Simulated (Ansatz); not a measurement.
## Is ScAgPd in the AlB2 type a stable metal?

The plan: relax ScAgPd in the AlB2 type, check its phonons, and, if the lattice is stable, compute its Eliashberg function and ρ(T).

Method: DFT LDA, scalar-relativistic, plane waves, PAW; PAW set soft_1, in Ansatz 0.2.0.

The structure was built from a prototype and need not be the compound's stable phase.

### 1. Set-up

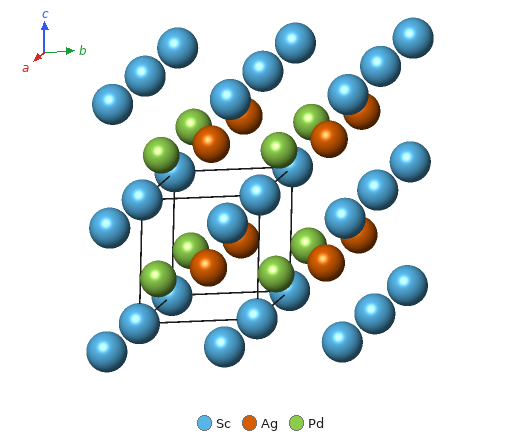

Start, viewed slightly off an axis; scandium blue, silver orange, palladium green. 2×2×2 cells are drawn. Some periodic images of atoms are drawn too.

As a file:

```cif
data_structure
_symmetry_space_group_name_H-M 'P-6m2'
_symmetry_Int_Tables_number 187
_cell_length_a 3.9689
_cell_length_b 3.9689
_cell_length_c 4.1674
_cell_angle_alpha 90.000
_cell_angle_beta 90.000
_cell_angle_gamma 120.000
_cell_volume 56.85
loop_
_atom_site_label
_atom_site_type_symbol
_atom_site_symmetry_multiplicity
_atom_site_Wyckoff_symbol
_atom_site_fract_x
_atom_site_fract_y
_atom_site_fract_z
_atom_site_occupancy
Sc1 Sc 1 a 0.00000 0.00000 0.00000 1
Ag1 Ag 1 d 0.33333 0.66667 0.50000 1
Pd1 Pd 1 f 0.66667 0.33333 0.50000 1
```

### 2. Rough relaxation

The start is far from rest, so a relaxation with loose thresholds does the first part.

input.yaml reads:

```yaml
crystal:
  lattice:
    - [3.96893, 0.0, 0.0]
    - [-1.98446, 3.43719, 0.0]
    - [0.0, 0.0, 4.16737]
  atoms:
    - { symbol: Sc, position: [0.0, 0.0, 0.0] }
    - { symbol: Ag, position: [0.33333333, 0.66666667, 0.5] }
    - { symbol: Pd, position: [0.66666667, 0.33333333, 0.5] }
kpoints:
  mp_grid: { grid: [6, 6, 6] }
hamiltonian:
  xc: lda
  pseudopotentials: { kind: paw, azcp: { folder: soft_1 }, xc_functional: pbe }
scf:
  occupations: { method: gaussian, width: 0.1 }
output:
  forces: true
  stress: true
  eigenvalues: true
relax:
  adjacent_minimum: "off"
  f_tol: 0.05
  max_steps: 80
  cell: { stress_tol: 0.5 }
```

Run with:

```
$ ansatz run input.yaml --threads 4 --pin off --max-ram 12288MiB --backend cpu --events-out ev --progress --plain --runs-dir out
```

Numbers of over 12 decimals in the logs are rounded to 6 here.

Log:

```text
The last accepted step is kept in <dir> (removed where the run ends without a failure and the disk answers)
Engine: ansatz 0.2.0, aarch64-unknown-linux-gnu
Pseudopotentials: kind: paw
Pseudopotential: Sc, paw, valence charge 11, recommended cutoff 420 eV (normal), soft_1/Sc.paw.azcp
Pseudopotential: Ag, paw, valence charge 19, recommended cutoff 420 eV (normal), soft_1/Ag.paw.azcp
Pseudopotential: Pd, paw, valence charge 18, recommended cutoff 420 eV (normal), soft_1/Pd.paw.azcp
Functional definition: SPW92
  exchange = slater_x
  correlation = pw_c
Crystal: 3 atoms, lattice volume = 56.851 Å³
Basis set: ecut = 420 eV, 1105 PW (Γ)
Bands: 29, of which v1, the nominal top of the filled ones, is band 24 counted from 1 (23 counted from 0)
Symmetry: 12 space group operations
Space group: P-6m2 (ITA 187), of the structure as read, at distance tolerance 3.8e-5 Å
k-points: 28 of 216 (time reversal used)
Non-local potential: Sc, projectors of the file, l = 0: 3, l = 1: 2, l = 2: 3, l = 3: 1
Non-local potential: Ag, projectors of the file, l = 0: 3, l = 1: 2, l = 2: 2, l = 3: 1
Non-local potential: Pd, projectors of the file, l = 0: 2, l = 1: 2, l = 2: 2, l = 3: 1
PAW form: soft (Blöchl's): semilocal exchange-correlation on the pseudo side does not see the compensation charge
PAW frozen core: Sc, regenerated for the run's functional, and the local potential with it (the file was generated under x = pbe(κ = 0.804, μ = 0.219515), c = pbe(β = 0.066725))
PAW frozen core: Ag, regenerated for the run's functional, and the local potential with it (the file was generated under x = pbe(κ = 0.804, μ = 0.219515), c = pbe(β = 0.066725))
PAW frozen core: Pd, regenerated for the run's functional, and the local potential with it (the file was generated under x = pbe(κ = 0.804, μ = 0.219515), c = pbe(β = 0.066725))
PAW one-centre angular grid: Sc, 590 points (default); XC on 64 Gauss nodes
PAW one-centre angular grid: Ag, 590 points (default); XC on 64 Gauss nodes
PAW one-centre angular grid: Pd, 590 points (default); XC on 64 Gauss nodes
Initial density: superposition of atomic densities (chi_scale 0.1, normalization cell, long waves kept (reshape's long-wave potential 0.00 eV rms))
Initial wavefunctions: pseudopotential atomic-orbital guess
Functional: x = slater, c = lda
SCF iter   1: F=—  HF=-16407.203907 eV  |F-HF|=—  |Δ(HF+E_count)|=         —  Δρ=5.43e-1  dr2=3.42e2  ethr=3.10e-3  ⟨swp⟩=3.3  Hψ=2645  notcnv=0
preconditioner: auto → Kerker (q_TF=auto, 2.652 Å⁻¹)  [metal: Δε(μ)=0.045 eV  Ē_g=4.329 eV  σ=0.100 eV  W_gap=0.24  n_scr=20 (ndim 8)  ℏωp=24.1 eV  f_vac=0.000  D(μ)=5.25/eV (n_scr^D=70)]
SCF iter   2: F=—  HF=-16393.957931 eV  |F-HF|=—  |Δ(HF+E_count)|=    1.32e1  Δρ=1.95e-1  dr2=4.61e1  ethr=3.10e-3  ⟨swp⟩=3.0  Hψ=1901  notcnv=0  defer=5
SCF iter   3: F=—  HF=-16391.574909 eV  |F-HF|=—  |Δ(HF+E_count)|=    2.38e0  Δρ=6.42e-2  dr2=5.20e0  ethr=3.10e-3  ⟨swp⟩=2.4  Hψ=1453  notcnv=0
SCF iter   4: F=—  HF=-16391.178037 eV  |F-HF|=—  |Δ(HF+E_count)|=   3.97e-1  Δρ=3.08e-2  dr2=1.23e0  ethr=3.10e-3  ⟨swp⟩=2.0  Hψ=1110  notcnv=0  defer=4
SCF iter   5: F=—  HF=-16391.053562 eV  |F-HF|=—  |Δ(HF+E_count)|=   1.24e-1  Δρ=1.48e-2  dr2=2.72e-1  ethr=2.56e-3  ⟨swp⟩=2.0  Hψ=964  notcnv=0  defer=4
SCF iter   6: F=—  HF=-16391.020000 eV  |F-HF|=—  |Δ(HF+E_count)|=   3.36e-2  Δρ=7.30e-3  dr2=6.57e-2  ethr=5.67e-4  ⟨swp⟩=2.0  Hψ=1004  notcnv=0  defer=8
SCF iter   7: F=—  HF=-16391.010089 eV  |F-HF|=—  |Δ(HF+E_count)|=   9.91e-3  Δρ=1.67e-3  dr2=3.30e-3  ethr=1.37e-4  ⟨swp⟩=2.0  Hψ=995  notcnv=0  defer=8
SCF iter   8: F=—  HF=-16391.009599 eV  |F-HF|=—  |Δ(HF+E_count)|=   4.89e-4  Δρ=4.33e-4  dr2=2.05e-4  ethr=6.87e-6  ⟨swp⟩=1.5  Hψ=908  notcnv=0  defer=8
SCF iter   9: F=—  HF=-16391.009567 eV  |F-HF|=—  |Δ(HF+E_count)|=   3.27e-5  Δρ=9.48e-5  dr2=7.27e-6  ethr=4.26e-7  ⟨swp⟩=2.1  Hψ=1107  notcnv=0  defer=8
SCF iter  10: F=—  HF=-16391.009565 eV  |F-HF|=—  |Δ(HF+E_count)|=   1.50e-6  Δρ=2.85e-5  dr2=8.07e-7  ethr=1.51e-8  ⟨swp⟩=2.1  Hψ=1126  notcnv=0  defer=8
SCF iter  11: F=-16391.009565 eV  HF=-16391.009565 eV  |F-HF|=1.28e-8  |Δ(HF+E_count)|=   1.00e-7  Δρ=4.61e-6  dr2=1.84e-8  ethr=2.08e-10  ⟨swp⟩=5.9  Hψ=3132  notcnv=0
SCF 1 converged in 11 iterations: F = -16391.009565 eV  dr2 = 1.84e-8
  greatest PAW one-centre occupation: 1.001 electrons in one spin orbital (limit 2), on the Ag atom at site 1 (counted from 0), in its partial waves of l = 0
relax step   1: F+E_penalty+E_count = -16391.00956507 eV  Δ(F+E_penalty+E_count) = +0.000e0 eV  max|allowed force component| = 3.115e-16 eV/Å  Δτ_max = 0.0000 Å  P = +14.294 GPa  Ω = 56.851 Å³  (11 SCF iters, dr2 threshold 1.00e-7 eV, accepted)
Crystal: 3 atoms, lattice volume = 59.306 Å³
Basis set: ecut = 420 eV, 1147 PW (Γ)
Initial density: handed on by an earlier stage of this run
Initial wavefunctions: those handed on with the density
iter 1 solved again at ethr=2.10e-4 eV; its pass at ethr=3.10e-3 eV (dr2=1.01e-1 eV) is discarded
SCF iter   1: F=—  HF=-16391.920281 eV  |F-HF|=—  |Δ(HF+E_count)|=         —  Δρ=9.68e-3  dr2=1.02e-1  ethr=2.10e-4  ⟨swp⟩=1.0  Hψ=4298  notcnv=0
preconditioner: auto → Kerker (q_TF=auto, 2.634 Å⁻¹)  [metal: Δε(μ)=0.026 eV  Ē_g=5.314 eV  σ=0.100 eV  W_gap=0.14  n_scr=20 (ndim 8)  ℏωp=23.6 eV  f_vac=0.000  D(μ)=1.95/eV (n_scr^D=20)]
SCF iter   2: F=—  HF=-16391.907928 eV  |F-HF|=—  |Δ(HF+E_count)|=   1.24e-2  Δρ=5.17e-3  dr2=2.98e-2  ethr=2.10e-4  ⟨swp⟩=1.2  Hψ=819  notcnv=0
SCF iter   3: F=—  HF=-16391.902342 eV  |F-HF|=—  |Δ(HF+E_count)|=   5.59e-3  Δρ=8.59e-4  dr2=8.65e-4  ethr=6.20e-5  ⟨swp⟩=1.7  Hψ=872  notcnv=0
SCF iter   4: F=—  HF=-16391.902219 eV  |F-HF|=—  |Δ(HF+E_count)|=   1.23e-4  Δρ=3.15e-4  dr2=4.19e-5  ethr=1.80e-6  ⟨swp⟩=2.0  Hψ=1091  notcnv=0
SCF iter   5: F=—  HF=-16391.902217 eV  |F-HF|=—  |Δ(HF+E_count)|=   2.05e-6  Δρ=8.35e-5  dr2=6.03e-6  ethr=8.73e-8  ⟨swp⟩=2.0  Hψ=1149  notcnv=0
SCF iter   6: F=—  HF=-16391.902217 eV  |F-HF|=—  |Δ(HF+E_count)|=   5.78e-7  Δρ=2.17e-5  dr2=3.01e-7  ethr=1.26e-8  ⟨swp⟩=2.2  Hψ=1140  notcnv=0
SCF iter   7: F=-16391.902217 eV  HF=-16391.902217 eV  |F-HF|=3.60e-8  |Δ(HF+E_count)|=   2.34e-8  Δρ=9.07e-6  dr2=5.54e-8  ethr=6.25e-10  ⟨swp⟩=3.9  Hψ=2408  notcnv=0
SCF 2 converged in 7 iterations: F = -16391.902217 eV  dr2 = 5.54e-8
relax step   2: F+E_penalty+E_count = -16391.90221676 eV  Δ(F+E_penalty+E_count) = -8.927e-1 eV  max|allowed force component| = 1.696e-16 eV/Å  Δτ_max = 0.0000 Å  P = +1.250 GPa  Ω = 59.306 Å³  energy of the carried Pulay correction = -6.253e-4 eV  (7 SCF iters, dr2 threshold 3.00e-7 eV, accepted)
Crystal: 3 atoms, lattice volume = 57.979 Å³
[...]
relax step   5: F+E_penalty+E_count = -16392.79428471 eV  Δ(F+E_penalty+E_count) = -2.711e-1 eV  max|allowed force component| = 8.635e-17 eV/Å  Δτ_max = 0.0000 Å  P = -0.142 GPa  Ω = 54.422 Å³  energy of the carried Pulay correction = +3.330e-4 eV  (6 SCF iters, dr2 threshold 3.00e-7 eV, accepted)
relax step   6: F+E_penalty+E_count = -16393.01162243 eV  Δ(F+E_penalty+E_count) = -2.173e-1 eV  max|allowed force component| = 7.710e-17 eV/Å  Δτ_max = 0.0000 Å  P = +0.174 GPa  Ω = 52.550 Å³  energy of the carried Pulay correction = +7.373e-4 eV  (7 SCF iters, dr2 threshold 3.00e-7 eV, accepted)
relax step   7: F+E_penalty+E_count = -16393.14784045 eV  Δ(F+E_penalty+E_count) = -1.362e-1 eV  max|allowed force component| = 1.511e-16 eV/Å  Δτ_max = 0.0000 Å  P = +0.902 GPa  Ω = 50.586 Å³  energy of the carried Pulay correction = +1.182e-3 eV  (7 SCF iters, dr2 threshold 3.00e-7 eV, accepted)
relax step   8: F+E_penalty+E_count = -16393.15072884 eV  Δ(F+E_penalty+E_count) = -2.888e-3 eV  max|allowed force component| = 1.110e-16 eV/Å  Δτ_max = 0.0000 Å  P = +0.626 GPa  Ω = 49.340 Å³  energy of the carried Pulay correction = +1.447e-3 eV  (6 SCF iters, dr2 threshold 3.00e-7 eV, accepted)
relax step   9: F+E_penalty+E_count = -16393.16266566 eV  Δ(F+E_penalty+E_count) = -1.194e-2 eV  max|allowed force component| = 4.626e-17 eV/Å  Δτ_max = 0.0000 Å  P = -3.589 GPa  Ω = 51.589 Å³  energy of the carried Pulay correction = +9.003e-4 eV  (6 SCF iters, dr2 threshold 3.00e-7 eV, accepted)
relax step  10: F+E_penalty+E_count = -16393.18061515 eV  Δ(F+E_penalty+E_count) = -1.795e-2 eV  max|allowed force component| = 6.245e-17 eV/Å  Δτ_max = 0.0000 Å  P = +0.380 GPa  Ω = 49.808 Å³  energy of the carried Pulay correction = +1.346e-3 eV  (6 SCF iters, dr2 threshold 3.00e-7 eV, accepted)
relax step  11: F+E_penalty+E_count = -16393.18142529 eV  Δ(F+E_penalty+E_count) = -8.101e-4 eV  max|allowed force component| = 1.272e-16 eV/Å  Δτ_max = 0.0000 Å  P = +0.010 GPa  Ω = 50.023 Å³  energy of the carried Pulay correction = +1.294e-3 eV  (6 SCF iters, dr2 threshold 3.00e-7 eV, accepted)
relax step  12: F+E_penalty+E_count = -16393.19702222 eV  Δ(F+E_penalty+E_count) = -1.560e-2 eV  max|allowed force component| = 1.203e-16 eV/Å  Δτ_max = 0.0000 Å  P = +0.647 GPa  Ω = 50.023 Å³  stress off target by 9.76e-1 GPa  SCF on the basis re-selected at this cell (its energy is not comparable with the rows above)  (6 SCF iters)
relax step  13: F+E_penalty+E_count = -16393.19790524 eV  Δ(F+E_penalty+E_count) = -8.830e-4 eV  max|allowed force component| = 3.701e-17 eV/Å  Δτ_max = 0.0000 Å  P = +0.077 GPa  Ω = 50.178 Å³  energy of the carried Pulay correction = -4.445e-5 eV  (6 SCF iters, dr2 threshold 3.00e-7 eV, accepted)
iter 1 solved again at ethr=1.43e-8 eV; its pass at ethr=3.10e-3 eV (dr2=6.85e-6 eV) is discarded
SCF iter   1: F=—  HF=-16393.197963 eV  |F-HF|=—  |Δ(HF+E_count)|=         —  Δρ=6.44e-5  dr2=4.67e-8  ethr=1.43e-8  ⟨swp⟩=3.0  Hψ=4802  notcnv=0
preconditioner: auto → none  [metal: Δε(μ)=0.026 eV  Ē_g=10.720 eV  σ=0.100 eV  W_gap=0.14  n_scr=8 (ndim 8)  ℏωp=28.7 eV  f_vac=0.000  D(μ)=1.84/eV (n_scr^D=8)]
SCF iter   2: F=—  HF=-16393.197966 eV  |F-HF|=—  |Δ(HF+E_count)|=   2.93e-6  Δρ=3.22e-5  dr2=1.14e-8  ethr=9.73e-11  ⟨swp⟩=1.6  Hψ=920  notcnv=0
iter 3 did not close the SCF: its close was put off for the readings that it lacked (scf_convergence_deferred on its scf_iter line)
SCF iter   3: F=-16393.197966 eV  HF=-16393.197966 eV  |F-HF|=3.89e-10  |Δ(HF+E_count)|=   2.99e-7  Δρ=1.44e-6  dr2=6.17e-10  ethr=2.38e-11  ⟨swp⟩=1.0  Hψ=812  notcnv=0
iter 4 did not close the SCF: its close was put off for the readings that it lacked (scf_convergence_deferred on its scf_iter line)
SCF iter   4: F=-16393.197966 eV  HF=-16393.197966 eV  |F-HF|=3.64e-12  |Δ(HF+E_count)|=  1.46e-11  Δρ=1.25e-7  dr2=1.69e-12  ethr=1.29e-12  ⟨swp⟩=2.0  Hψ=1400  notcnv=0
iter 5 did not close the SCF: its close was put off for the readings that it lacked (scf_convergence_deferred on its scf_iter line)
SCF iter   5: F=-16393.197966 eV  HF=-16393.197966 eV  |F-HF|=0.00e0  |Δ(HF+E_count)|=    0.00e0  Δρ=1.37e-8  dr2=5.09e-14  ethr=1.00e-12  ⟨swp⟩=1.0  Hψ=812  notcnv=0
iter 6 did not close the SCF: its close was put off for the readings that it lacked (scf_convergence_deferred on its scf_iter line)
SCF iter   6: F=-16393.197966 eV  HF=-16393.197966 eV  |F-HF|=0.00e0  |Δ(HF+E_count)|=    0.00e0  Δρ=3.46e-9  dr2=4.21e-15  ethr=1.00e-12  ⟨swp⟩=1.0  Hψ=812  notcnv=0
SCF iter   7: F=-16393.197966 eV  HF=-16393.197966 eV  |F-HF|=3.64e-12  |Δ(HF+E_count)|=  3.64e-12  Δρ=8.89e-10  dr2=2.47e-16  ethr=1.00e-12  ⟨swp⟩=1.0  Hψ=1736  notcnv=0
SCF 14 converged in 7 iterations: F = -16393.197966 eV  dr2 = 2.47e-16
relax step  14: F+E_penalty+E_count = -16393.19796588 eV  Δ(F+E_penalty+E_count) = -6.064e-5 eV  max|allowed force component| = 6.939e-17 eV/Å  Δτ_max = 0.0000 Å  P = +0.076 GPa  Ω = 50.178 Å³  stress off target by 1.05e-1 GPa  SCF on the basis re-selected at this cell (its energy is not comparable with the rows above)  (7 SCF iters)
basis re-selected at this cell: Δ(F+E_penalty+E_count) = -6.064e-5 eV, ΔP = -0.001 GPa vs the last step (what re-selecting the basis moved, of the pressure what is left beyond the Pulay correction that the steps carried, after the strain that the cell walked since its last selection, with what the two solves' SCF thresholds leave and, on support functions, any second-order correction that the steps lacked; it is no m [...]
SCF converged after 7 iterations
Free energy (F): -16393.197966 eV
Harris-Foulkes:  -16393.197966 eV  (|F-HF|=3.64e-12)
Internal energy: -16393.188750 eV  (E = F + TS)
E sigma→0 (E₀):  -16393.193358 eV
Entropy (-TS):   -0.009216 eV (-3.072 meV/atom)
Fermi energy:    16.410768 eV
--- Per-component energies (eV) ---
  E_band       = -558.982181
  E_kinetic    = 1127.785564
  E_local      = -5113.123759  (includes V_loc(G=0)·N_el)
  E_nonlocal   = 558.979432
  E_hartree    = 2227.960616
  E_xc         = -383.648980
  E_vxc        = -484.844714  (∫ρ·V_xc dr)
  E_paw        = -8450.543837  (= ΣΔE_a)
  E_vpaw       = -1103.700533  (= ΣTr[D̂ρ^β])
  E_aug_tail   = 0.000596  (compensation charges beyond the density's cutoff)
  E_ewald      = -6362.308847
  E_core_change = 1.710465  (= ΣΔE_core)
  E_smearing   = -0.009216  (= −TS)
  E_closure    = 0.000000  (closes the sum)
  Σ components = -16393.197966   (vs F -16393.197966, Δ=0.00e0)
--- Forces (eV/Å), atoms counted from 1 ---
  atom   1  Sc    -0.00000000     0.00000000     0.00000000
  atom   2  Ag     0.00000000     0.00000000     0.00000000
  atom   3  Pd    -0.00000000    -0.00000000     0.00000000
  max |Σ_I F_I| component: 6.94e-17 eV/Å
--- Stress (GPa, compression-positive) ---
        0.105192      -0.000000       0.000000
       -0.000000       0.105192       0.000000
        0.000000       0.000000       0.017949
  P = ⅓ Tr σ = 0.0761 GPa (0.761 kbar)
--- Band table (eV; the first three rows and the last of 28) ---
  k-point 0: bands = [... 20 lower, 12.8502, 14.5644, 14.5644, 16.2061, 16.3115, 16.3115, 19.7938, 19.7938, ... 1 higher]
  k-point 1: bands = [... 20 lower, 12.9576, 14.0727, 14.0727, 16.9276, 17.1576, 17.1576, 19.1362, 19.1362, ... 1 higher]
  k-point 2: bands = [... 20 lower, 13.4161, 13.4161, 14.3329, 18.1543, 18.2976, 18.2976, 18.5878, 18.5878, ... 1 higher]
  k-point 27: bands = [... 20 lower, 13.7903, 14.7611, 15.6676, 16.8769, 16.9986, 17.2537, 18.1693, 19.9578, ... 1 higher]
--- Relaxed structure (12 steps of the walk, 12 accepted, 2 SCFs on fresh bases) ---
  F+E_penalty+E_count = -16393.19796588 eV   max|allowed force component| = 6.939e-17 eV/Å   (the final SCF, on the basis selected at the relaxed cell)
  cell:  # Å, volume = 50.1781 Å³
    - [4.523406, -3.290044584304441e-6, 0.0]
    - [-2.261700, 3.917386, 0.0]
    - [0.0, 0.0, 2.831732]
  atoms:
    - { symbol: Sc, position: [0, 0, 0.0] }
    - { symbol: Ag, position: [0.333333, 0.666667, 0.5] }
    - { symbol: Pd, position: [0.666667, 0.333333, 0.5] }
```

It took 15 s on 4 threads of Arm Neoverse V2, shared host; peak memory 0.48 GiB.

Relaxation path:

| step | energy less that of the first step (eV) | largest force component (eV/Å) | pressure (GPa) | volume (Å³) |
| --- | --- | --- | --- | --- |
| 1 | 0.0000 | 0.0000 | 14.29 | 56.85 |
| 2 | -0.8927 | 0.0000 | 1.25 | 59.31 |
| 3 | -1.2452 | 0.0000 | -0.19 | 57.98 |
| 4 | -1.5136 | 0.0000 | -0.22 | 56.22 |
| 5 | -1.7847 | 0.0000 | -0.14 | 54.42 |
| 6 | -2.0021 | 0.0000 | 0.17 | 52.55 |
| 7 | -2.1383 | 0.0000 | 0.90 | 50.59 |
| 8 | -2.1412 | 0.0000 | 0.63 | 49.34 |
| 9 | -2.1531 | 0.0000 | -3.59 | 51.59 |
| 10 | -2.1711 | 0.0000 | 0.38 | 49.81 |
| 11 | -2.1719 | 0.0000 | 0.01 | 50.02 |
| 12* | -2.1875 | 0.0000 | 0.65 | 50.02 |
| 13 | -2.1883 | 0.0000 | 0.08 | 50.18 |
| 14* | -2.1884 | 0.0000 | 0.08 | 50.18 |

Relaxation steps marked * repeat the geometry before them on a plane-wave basis chosen anew for their cell, so energy and pressure can jump there.

Forces are held to the 12 operations that the run works with; a distortion that breaks them can't arise in this run.

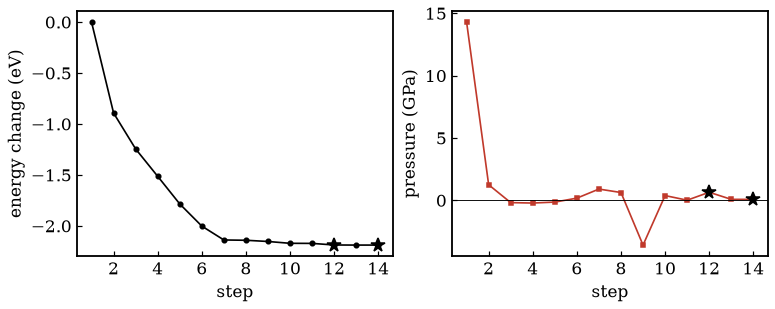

Energy and pressure along the relaxation. Stars mark steps on a basis chosen anew.

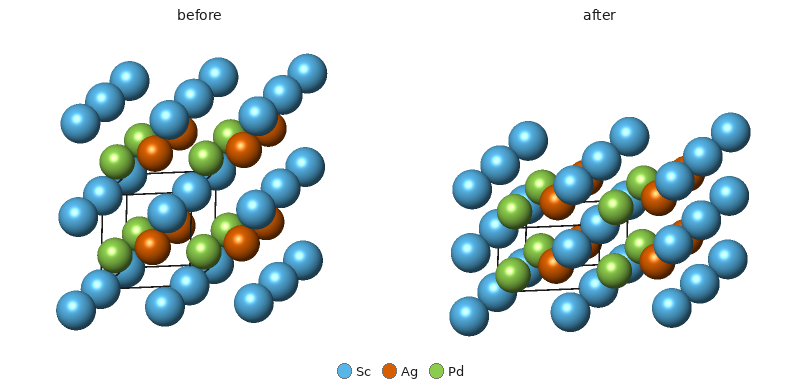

The structure before and after the relaxation, drawn at the same scale.

| cell as run | before | after | change |
| --- | --- | --- | --- |
| a (Å) | 3.969 | 4.523 | +14.0 % |
| b (Å) | 3.969 | 4.523 | +14.0 % |
| c (Å) | 4.167 | 2.832 | -32.0 % |
| volume (Å³/atom) | 18.95 | 16.73 | -11.7 % |

Final coordinates:

```
Sc Ag Pd
1.0
     4.52341    0.00000    0.00000
    -2.26170    3.91739    0.00000
     0.00000    0.00000    2.83173
Sc Ag Pd
1 1 1
Cartesian
  0.0000 0.0000 0.0000
  0.0000 2.6116 1.4159
  2.2617 1.3058 1.4159
```

Numbers from this step:

```yaml
pressure: 0.07611 GPa
volume_per_atom: 16.73 Å³/atom
metallic_on_mesh: yes
gap_on_the_k_mesh: 0 eV
```

The largest force is now zero by symmetry and the largest stress component 0.11 GPa.

### 3. Relaxing cell and atoms

The structure is brought to rest under this functional.

input.yaml, the sections that differ from step 2:

```yaml
crystal:
  lattice:
    - [4.5234061053, -3.29e-06, 0.0]
    - [-2.2617002034, 3.9173862439, 0.0]
    - [0.0, 0.0, 2.8317319416]
  atoms:
    - { symbol: Sc, position: [0.0, 0.0, 0.0] }
    - { symbol: Ag, position: [0.3333333333, 0.6666666667, 0.5] }
    - { symbol: Pd, position: [0.6666666667, 0.3333333333, 0.5] }
kpoints:
  mp_grid: { grid: [9, 9, 10] }
relax:
  adjacent_minimum: "off"
  f_tol: 0.005
  max_steps: 80
  cell: { stress_tol: 0.05 }
# hamiltonian, scf, output: as in step 2
```

Log:

```text
[the first part of the log is left out]
  E_paw        = -8450.638060  (= ΣΔE_a)
  E_vpaw       = -1103.878905  (= ΣTr[D̂ρ^β])
  E_aug_tail   = 0.000588  (compensation charges beyond the density's cutoff)
  E_ewald      = -6350.721376
  E_core_change = 1.710465  (= ΣΔE_core)
  E_smearing   = -0.011503  (= −TS)
  E_closure    = -0.000000  (closes the sum)
  Σ components = -16393.184526   (vs F -16393.184526, Δ=0.00e0)
[...]
--- Stress (GPa, compression-positive) ---
        0.000505       0.000000       0.000000
       -0.000000       0.000505       0.000000
        0.000000       0.000000      -0.006158
  P = ⅓ Tr σ = -0.0017 GPa (-0.017 kbar)
--- Band table (eV; the first three rows and the last of 72) ---
[...]
--- Relaxed structure (4 steps of the walk, 4 accepted, 1 SCFs on fresh bases) ---
[...]
cell:  # Å, volume = 50.4197 Å³
    - [4.514138, -3.2832742341091807e-6, 0]
    - [-2.257066, 3.909360, -4.9985987036163e-19]
    - [0, -3.613299973782913e-19, 2.857061]
  atoms:
    - { symbol: Sc, position: [0, 0, 0] }
    - { symbol: Ag, position: [0.333333, 0.666667, 0.500000] }
    - { symbol: Pd, position: [0.666667, 0.333333, 0.500000] }
```

Run time: 13 s. Hardware: 4 threads; peak memory 0.53 GiB.

Relaxation path:

| step | energy less that of the first step (eV) | largest force component (eV/Å) | pressure (GPa) | volume (Å³) |
| --- | --- | --- | --- | --- |
| 1 | 0.0000 | 0.0000 | 0.33 | 50.18 |
| 2 | -0.0018 | 0.0000 | -0.29 | 50.54 |
| 3 | -0.0018 | 0.0000 | 0.25 | 50.34 |
| 4 | -0.0019 | 0.0000 | 0.00 | 50.42 |
| 5 | -0.0020 | 0.0000 | 0.00 | 50.42 |

The log counts 1 steps on a newly chosen plane-wave basis, not all of them marked here; energy and pressure can jump at such steps.

| conventional cell, symmetrised | before | after | change |
| --- | --- | --- | --- |
| a (Å) | 4.523 | 4.514 | -0.2 % |
| b (Å) | 4.523 | 4.514 | -0.2 % |
| c (Å) | 2.832 | 2.857 | +0.9 % |
| volume (Å³/atom) | 16.73 | 16.81 | +0.5 % |

Final coordinates:

```
Sc Ag Pd
1.0
     4.51414    0.00000    0.00000
    -2.25707    3.90936    0.00000
     0.00000    0.00000    2.85706
Sc Ag Pd
1 1 1
Direct
  0.00000 0.00000 0.00000
  0.33333 0.66667 0.50000
  0.66667 0.33333 0.50000
```

Numbers from this step:

```yaml
pressure: -0.001716 GPa
volume_per_atom: 16.81 Å³/atom
```

The largest force is now zero by symmetry and the largest stress component 0.0062 GPa.

[end of part 1 of 2]

[Logs are printed without paths, hosts, clocks, repeated set-up lines and the standing remarks that a program may print on its own settings, such as how far it seeks lower states.]

[Hosts, paths, dates, database ids (printed as entryN), source tags and the programs' standing remarks are cut or masked in the printed files.]
